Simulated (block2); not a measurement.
**DMRG/ANO-RCC-MB run of GeTe (SMILES [Ge][Te])**

Aim: the vertical ionisation energy of GeTe at DMRG/ANO-RCC-MB, from 2 runs. 

The results are computed with block2 0.5.4.

3 further runs of the same task are left out: 2 that didn't finish, 1 set aside as unsound or not needed.

## Step 1: The system as given

GeTe has 2 atoms, charge 0, and is taken as a singlet. As SMILES, `[Ge][Te]`. The bond length is the measured one.

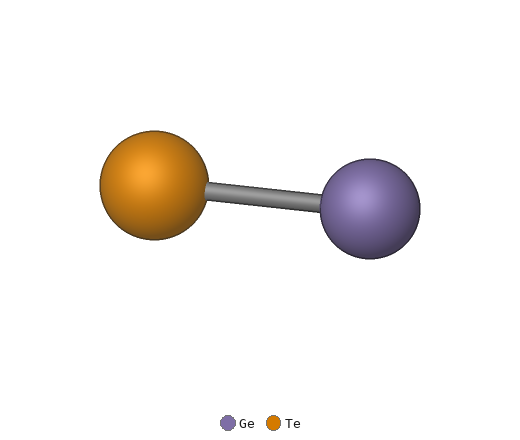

Viewed from a chosen angle; germanium purple, tellurium orange.

## Step 2: A single-point energy at DMRG/ANO-RCC-MB

prepare.py

```python
from pyscf import ao2mo, cc, dft, gto, mcscf, mp, scf
from pyscf.tools import fcidump

geom = """
Ge     0.00000000     0.00000000     0.00000000
Te     0.00000000     0.00000000     4.42227094
"""
mol = gto.M(
    atom=geom,
    basis="ano-rcc-mb",
    unit="bohr",
    verbose=4,
)
print("basis functions = %d" % (mol.nao))
mf = scf.RHF(mol)
mf.conv_tol = 1e-10
mf.max_cycle = 200
mf.kernel()
if not mf.converged:
    mf = mf.newton().run(mf.mo_coeff, mf.mo_occ)
print(f"E(SCF) = {mf.e_tot:.10f}")
ref = mf
pt = mp.MP2(ref, frozen=27).run()
mycc = cc.CCSD(ref, frozen=27)
mycc.max_cycle = 150
mycc.kernel()
print("E(MP2) = %.10f" % (pt.e_tot))
if mycc.converged:
    print("CCSD total energy = %.10f" % (mycc.e_tot))
    print(f"CCSD(T) total energy = {mycc.e_tot + mycc.ccsd_t():.10f}")
    print("T1 = %.4f" % (mycc.get_t1_diagnostic()))
ks = dft.RKS(mol, xc="lda,vwn5").set(conv_tol=1e-9, verbose=3).run()
if ks.converged:
    print("E(SVWN5) = %.8f" % (ks.e_tot))
ks = dft.RKS(mol, xc="bhandhlyp").set(conv_tol=1e-9, verbose=3).run()
if ks.converged:
    print(f"E(BHLYP) = {ks.e_tot:.8f}")
ks = dft.RKS(mol, xc="b3lyp").set(conv_tol=1e-9, verbose=3).run()
if ks.converged:
    print(f"E(B3LYP) = {ks.e_tot:.8f}")
ks = dft.RKS(mol, xc="revpbe").set(conv_tol=1e-9, verbose=3).run()
if ks.converged:
    print("E(revPBE) = %.8f" % (ks.e_tot))
ks = dft.RKS(mol, xc="wb97x").set(conv_tol=1e-9, verbose=3).run()
if ks.converged:
    print("E(wB97X) = %.8f" % (ks.e_tot))
occ_no, mo = mcscf.addons.make_natural_orbitals(mp.MP2(mf, frozen=27).run())
mf.mo_coeff = mo
cas = mcscf.CASCI(mf, 18, 30)
h1, ecore = cas.get_h1eff()
fcidump.from_integrals("FCIDUMP", h1, cas.get_h2eff(), 18, 30, nuc=ecore, ms=0)
ci = mcscf.CASCI(mf, 18, (15, 15))
ci.fix_spin_(ss=0)
ci.fcisolver.conv_tol = 1e-10
ci.fcisolver.max_cycle = 200
ci.kernel()
print(f"exact diagonalisation = {ci.e_tot:.10f}")
```

dmrg.conf

```
sym c1
orbitals FCIDUMP
nelec 30
spin 0
irrep 1
occ 2 2 2 2 2 2 2 2 2 2 2 2 2 2 2 0 0 0
cbias 0.2
schedule
0 100 1E-09 1E-04
2 200 1E-09 1E-04
5 400 1E-09 1E-05
8 400 1E-10 0.0
end
maxiter 14
sweep_tol 1E-06
fiedler
mem 2g
num_thrds 1
prefix ./tmp
outputlevel 1
onepdm
```

Command:

```
python prepare.py && block2main dmrg.conf
```

Output:

```text
$ python prepare.py

[INPUT] verbose = 4
[INPUT] num. atoms = 2
[INPUT] num. electrons = 84
[INPUT] charge = 0
[INPUT] spin (= nelec alpha-beta = 2S) = 0
[INPUT] symmetry False subgroup None
[INPUT] Mole.unit = bohr
[INPUT] Symbol           X                Y                Z      unit          X                Y                Z       unit  Magmom
[INPUT]  1 Ge     0.000000000000   0.000000000000   0.000000000000 AA    0.000000000000   0.000000000000   0.000000000000 Bohr   0.0
[INPUT]  2 Te     0.000000000000   0.000000000000   2.340165001962 AA    0.000000000000   0.000000000000   4.422270940000 Bohr   0.0

nuclear repulsion = 376.277261745523
number of shells = 6
number of NR pGTOs = 270
number of NR cGTOs = 45
basis = ano-rcc-mb
ecp = {}
CPU time:         0.67
basis functions = 45

******** <class 'pyscf.scf.hf.RHF'> ********
method = RHF
initial guess = minao
damping factor = 0
level_shift factor = 0
DIIS = <class 'pyscf.scf.diis.CDIIS'>
diis_start_cycle = 1
diis_space = 8
diis_damp = 0
SCF conv_tol = 1e-10
SCF conv_tol_grad = None
SCF max_cycles = 200
direct_scf = True
direct_scf_tol = 1e-13
chkfile to save SCF result = tmprc0tq0k8
max_memory 1800 MB (current use 120 MB)
Set gradient conv threshold to 1e-05
Initial guess from minao.
[... 19 lines left out ...]
converged SCF energy = -8455.81942351143
[... 23 lines left out ...]
Init t2, MP2 energy = -8455.87770620954  E_corr(MP2) -0.0582826981024194
[... 10 lines left out ...]
CCSD converged
[... 2 lines left out ...]
CCSD total energy = -8455.8848769931
[... 1 line left out ...]
CCSD(T) total energy = -8455.8898118016
[... 10 lines left out ...]
converged SCF energy = -8450.82035671555
[... 10 lines left out ...]
converged SCF energy = -8460.39060183108
[... 10 lines left out ...]
converged SCF energy = -8460.57289158612
[... 10 lines left out ...]
converged SCF energy = -8460.17312663521
[... 10 lines left out ...]
converged SCF energy = -8460.75447680112
[... 15 lines left out ...]
sorting_mo_energy = False
[... 15 lines left out ...]
CASCI converged
[... 38 lines left out ...]
integral sym error =            0
[... 36 lines left out ...]
Sweep =    7 | Direction = backward | Bond dimension =  400 | Noise =  1.00e-05 | Dav threshold =  1.00e-09
Time elapsed =     65.484 | E =   -8455.8906743814 | DE = -8.64e-10 | DW = 2.14347e-11

Sweep =    8 | Direction =  forward | Bond dimension =  400 | Noise =  0.00e+00 | Dav threshold =  1.00e-10
Time elapsed =     79.491 | E =   -8455.8906743818 | DE = -4.30e-10 | DW = 1.60075e-13

Final canonical form =  LLLLLLLLLLLLLLLLLC 16
DMRG Energy = -8455.890674381802455
npdm string = ['(C+D)0']

Build NPDM MPO | Nsites =    18 | Nmaxops =  2 | SymbolFree = T | Cutoff = 0.00e+00
 Site =     0 /    18 .. L =        4 R =        1 M =            0 Tmid = 0.000 T = 0.000
 Site =     1 /    18 .. L =        4 R =       35 M =           35 Tmid = 0.000 T = 0.000
 Site =     2 /    18 .. L =        4 R =       33 M =           33 Tmid = 0.000 T = 0.000
 Site =     3 /    18 .. L =        4 R =       31 M =           31 Tmid = 0.000 T = 0.000
 Site =     4 /    18 .. L =        4 R =       29 M =           29 Tmid = 0.000 T = 0.000
 Site =     5 /    18 .. L =        4 R =       27 M =           27 Tmid = 0.000 T = 0.000
 Site =     6 /    18 .. L =        4 R =       25 M =           25 Tmid = 0.000 T = 0.000
 Site =     7 /    18 .. L =        4 R =       23 M =           23 Tmid = 0.000 T = 0.000
 Site =     8 /    18 .. L =        4 R =       21 M =           21 Tmid = 0.000 T = 0.000
 Site =     9 /    18 .. L =        4 R =       19 M =           19 Tmid = 0.000 T = 0.000
 Site =    10 /    18 .. L =        4 R =       17 M =           17 Tmid = 0.000 T = 0.000
 Site =    11 /    18 .. L =        4 R =       15 M =           15 Tmid = 0.000 T = 0.000
 Site =    12 /    18 .. L =        4 R =       13 M =           13 Tmid = 0.000 T = 0.000
 Site =    13 /    18 .. L =        4 R =       11 M =           11 Tmid = 0.000 T = 0.000
 Site =    14 /    18 .. L =        4 R =        9 M =            9 Tmid = 0.000 T = 0.000
 Site =    15 /    18 .. L =        4 R =        7 M =            7 Tmid = 0.000 T = 0.000
 Site =    16 /    18 .. L =        4 R =        5 M =            5 Tmid = 0.000 T = 0.000
 Site =    17 /    18 .. L =        1 R =        4 M =            4 Tmid = 0.000 T = 0.000
Ttotal =      0.001

Expectation | Direction = backward | BRA bond dimension =  400 | KET bond dimension =  400
Time elapsed =      1.230
NPDM Sorting | Nsites =    18 | Nmaxops =  2 | DotSite = 2 | SymbolFree = T | Compressed = T | LowMem = F | Mem = 2.53 KB
Ttotal =      0.000

DMRG OCC =   2.000 2.000 2.000 2.000 2.000 2.000 2.000 2.000 2.000 2.000 1.995 1.979 1.956 1.924 1.924 0.095 0.095 0.034
```

It took 4.1 min on 1 thread of Arm Neoverse V1, shared host; peak memory 0.59 GiB.

## Step 3: The doublet cation: the energy at DMRG/ANO-RCC-MB

make_fcidump.py

```python
from pyscf import ao2mo, cc, dft, gto, mcscf, mp, scf
from pyscf.tools import fcidump

geom = """
Ge
Te 1 2.340165
"""
mol = gto.M(
    atom=geom,
    basis="ano-rcc-mb",
    charge=1,
    spin=1,
    verbose=4,
)
print("nao                            = %d" % (mol.nao))
mf = scf.ROHF(mol)
mf.conv_tol = 1e-10
mf.max_cycle = 200
mf.kernel()
if not mf.converged:
    mf = mf.newton().run(mf.mo_coeff, mf.mo_occ)
print("E(HF)                          = %.10f" % (mf.e_tot))
ref = scf.UHF(mol).run(mf.make_rdm1(), conv_tol=1e-10)
pt = mp.MP2(ref, frozen=27).run()
mycc = cc.CCSD(ref, frozen=27)
mycc.max_cycle = 150
mycc.kernel()
print(f"MP2 total energy               = {pt.e_tot:.10f}")
if mycc.converged:
    print(f"CCSD total energy              = {mycc.e_tot:.10f}")
    print("CCSD(T) total energy           = %.10f" % (mycc.e_tot + mycc.ccsd_t()))
ks = dft.UKS(mol, xc="lda,vwn5").set(conv_tol=1e-9, verbose=3).run(mf.make_rdm1())
if ks.converged:
    print("E(SVWN5)                       = %.8f" % (ks.e_tot))
ks = dft.UKS(mol, xc="bhandhlyp").set(conv_tol=1e-9, verbose=3).run(mf.make_rdm1())
if ks.converged:
    print(f"E(BHLYP)                       = {ks.e_tot:.8f}")
ks = dft.UKS(mol, xc="b3lyp").set(conv_tol=1e-9, verbose=3).run(mf.make_rdm1())
if ks.converged:
    print("E(B3LYP)                       = %.8f" % (ks.e_tot))
ks = dft.UKS(mol, xc="revpbe").set(conv_tol=1e-9, verbose=3).run(mf.make_rdm1())
if ks.converged:
    print(f"E(revPBE)                      = {ks.e_tot:.8f}")
ks = dft.UKS(mol, xc="wb97x").set(conv_tol=1e-9, verbose=3).run(mf.make_rdm1())
if ks.converged:
    print("E(wB97X)                       = %.8f" % (ks.e_tot))
occ_no, mo = mcscf.addons.make_natural_orbitals(mp.MP2(mf.to_uhf(), frozen=27).run())
mf.mo_coeff = mo
cas = mcscf.CASCI(mf, 18, 29)
h1, ecore = cas.get_h1eff()
fcidump.from_integrals("FCIDUMP", h1, cas.get_h2eff(), 18, 29, nuc=ecore, ms=1)
```

input.conf

```
sym c1
orbitals FCIDUMP
nelec 29
spin 1
irrep 1
occ 2 2 2 2 2 2 2 2 2 2 2 2 2 2 1 0 0 0
cbias 0.1
schedule
0 100 1E-08 1E-04
3 150 1E-08 1E-04
6 200 1E-08 1E-05
8 200 1E-09 0.0
end
maxiter 14
sweep_tol 1E-06
noreorder
mem 1g
num_thrds 1
prefix ./tmp
outputlevel 2
onepdm
```

Command:

```
python make_fcidump.py && block2main input.conf
```

Output:

```text
$ python make_fcidump.py

[INPUT] verbose = 4
[INPUT] num. atoms = 2
[INPUT] num. electrons = 83
[INPUT] charge = 1
[INPUT] spin (= nelec alpha-beta = 2S) = 1
[INPUT] symmetry False subgroup None
[INPUT] Mole.unit = angstrom
[INPUT] Symbol           X                Y                Z      unit          X                Y                Z       unit  Magmom
[INPUT]  1 Ge     0.000000000000   0.000000000000   0.000000000000 AA    0.000000000000   0.000000000000   0.000000000000 Bohr   0.0
[INPUT]  2 Te     2.340165000000   0.000000000000   0.000000000000 AA    4.422270936293   0.000000000000   0.000000000000 Bohr   0.0

nuclear repulsion = 376.277262060957
number of shells = 6
number of NR pGTOs = 270
number of NR cGTOs = 45
basis = ano-rcc-mb
ecp = {}
CPU time:         0.77
nao                            = 45

******** <class 'pyscf.scf.rohf.ROHF'> ********
method = ROHF
initial guess = minao
damping factor = 0
level_shift factor = 0
DIIS = <class 'pyscf.scf.diis.CDIIS'>
diis_start_cycle = 1
diis_space = 8
diis_damp = 0
SCF conv_tol = 1e-10
SCF conv_tol_grad = None
SCF max_cycles = 200
direct_scf = True
direct_scf_tol = 1e-13
chkfile to save SCF result = tmpne_goytb
max_memory 1800 MB (current use 120 MB)
num. doubly occ = 41  num. singly occ = 1
Set gradient conv threshold to 1e-05
[... 197 lines left out ...]
converged SCF energy = -8460.40950586082  <S^2> = 0.76011535  2S+1 = 2.0100899
[... 108 lines left out ...]
 <-- Site =   16-  17 .. Mmps =    3 Ndav =   1 E =  -8454.3547494464 Error = 0.00e+00 FLOPS = 7.45e+08 Tdav = 0.00 T = 0.00
[... 27 lines left out ...]
 --> Site =    2-   3 .. Mmps =   22 Ndav =   1 E =  -8454.3600852012 Error = 0.00e+00 FLOPS = 1.19e+09 Tdav = 0.00 T = 0.02
[... 27 lines left out ...]
 <-- Site =   12-  13 .. Mmps =  150 Ndav =   9 E =  -8455.5834034662 Error = 9.05e-06 FLOPS = 3.82e+09 Tdav = 0.89 T = 0.99
[... 27 lines left out ...]
 --> Site =    6-   7 .. Mmps =  111 Ndav =   1 E =  -8455.5834422360 Error = 4.31e-14 FLOPS = 2.68e+09 Tdav = 0.02 T = 0.10
[... 27 lines left out ...]
 <-- Site =    8-   9 .. Mmps =  150 Ndav =   1 E =  -8455.5834434883 Error = 2.60e-09 FLOPS = 3.16e+09 Tdav = 0.05 T = 0.39
[... 27 lines left out ...]
 --> Site =   10-  11 .. Mmps =  200 Ndav =   3 E =  -8455.5834441463 Error = 4.34e-10 FLOPS = 3.70e+09 Tdav = 0.79 T = 1.27
[... 27 lines left out ...]
 <-- Site =    4-   5 .. Mmps =  200 Ndav =   1 E =  -8455.5834680412 Error = 1.09e-12 FLOPS = 2.60e+09 Tdav = 0.02 T = 0.16
[... 27 lines left out ...]
 --> Site =   14-  15 .. Mmps =   56 Ndav =   1 E =  -8455.5834716730 Error = 1.36e-16 FLOPS = 2.16e+09 Tdav = 0.02 T = 0.09
[... 27 lines left out ...]
 <-- Site =    0-   1 .. Mmps =    4 Ndav =   1 E =  -8455.5834699597 Error = 1.32e-21 FLOPS = 8.45e+07 Tdav = 0.00 T = 0.01
[... 65 lines left out ...]
 --> Site =   11-  12 .. Nterms =           13 Error =  0.000000010637/ 0.000000000000 FLOPS = 3.34e+09 Tmult = 0.02 T = 0.05
 --> Site =   12-  13 .. Nterms =           11 Error =  0.000000223217/ 0.000000000000 FLOPS = 3.79e+09 Tmult = 0.01 T = 0.03
 --> Site =   13-  14 .. Nterms =            9 Error =  0.000000000000/ 0.000000000000 FLOPS = 2.94e+09 Tmult = 0.00 T = 0.02
 --> Site =   14-  15 .. Nterms =            7 Error =  0.000000000000/ 0.000000000000 FLOPS = 1.81e+09 Tmult = 0.00 T = 0.02
 --> Site =   15-  16 .. Nterms =            5 Error =  0.000000000000/ 0.000000000000 FLOPS = 9.92e+08 Tmult = 0.00 T = 0.02
 --> Site =   16-  17 .. Nterms =            4 Error =  0.000000000000/ 0.000000000000 FLOPS = 3.73e+08 Tmult = 0.00 T = 0.01
[... 7 lines left out ...]
NPDM Sorting | Nsites =    18 | Nmaxops =  2 | DotSite = 2 | SymbolFree = T | Compressed = T | LowMem = F | Mem = 2.53 KB
 Site =     0 ..  T = 0.000
 Site =     1 ..  T = 0.000
 Site =     2 ..  T = 0.000
 Site =     3 ..  T = 0.000
 Site =     4 ..  T = 0.000
 Site =     5 ..  T = 0.000
 Site =     6 ..  T = 0.000
 Site =     7 ..  T = 0.000
 Site =     8 ..  T = 0.000
 Site =     9 ..  T = 0.000
 Site =    10 ..  T = 0.000
 Site =    11 ..  T = 0.000
 Site =    12 ..  T = 0.000
 Site =    13 ..  T = 0.000
 Site =    14 ..  T = 0.000
 Site =    15 ..  T = 0.000
 Site =    16 ..  T = 0.000
Ttotal =      0.001

DMRG OCC =   2.000 2.000 2.000 2.000 2.000 2.000 2.000 2.000 2.000 2.000 1.983 1.909 1.909 1.837 1.113 0.110 0.110 0.032
```

Wall time 4.9 min (1 thread of Arm Neoverse V1, shared host); peak memory 0.33 GiB.

## Step 4: Results

Level: DMRG/ANO-RCC-MB, 27 core orbitals frozen.

```
                                              quantity           value
                  run 1, DMRG/ANO-RCC-MB: total energy  -8455.89067 Eh
run 1, DMRG/ANO-RCC-MB: T1 diagnostic of the CCSD step           0.019
                          doublet cation: total energy  -8455.58347 Eh
    vertical ionisation energy (to the doublet cation)        8.359 eV
```

In words: The vertical ionisation energy comes to 8.36 eV (193 kcal/mol). In a minimal basis such a difference can be off by several eV, whatever the method. The basis (run 1, DMRG/ANO-RCC-MB) was made for a relativistic Hamiltonian, but the run is non-relativistic. The basis (doublet cation) was made for a relativistic Hamiltonian, but the run is non-relativistic.
